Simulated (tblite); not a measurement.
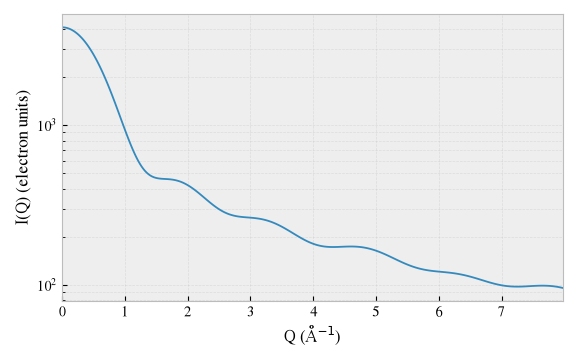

Elastic X-ray scattering of a randomly oriented, rigid molecule, calculated with the Debye equation from neutral-atom form factors (independent atoms, no Compton part, no vibration). The geometry is the end point of an optimisation (GFN2-xTB geometry optimisation, gas phase (tblite 0.8.0)); it may be a saddle point or a higher isomer. It contains C, Cl, H.

How many electrons does the independent-atom model of the molecule hold?

Answer. I(0) is the square of the electron number: I(0) = 4100, so about 64 electrons, the count of C4H6Cl2.

What radius of gyration does the initial fall-off give?

Answer. From I(Q) ≈ I(0) exp(−Q²R²/3) at small Q, R ≈ 2.17 Å. It is larger than the electron-weighted radius of the nuclear positions alone (2.04 Å), because each atom's electron cloud adds to it.
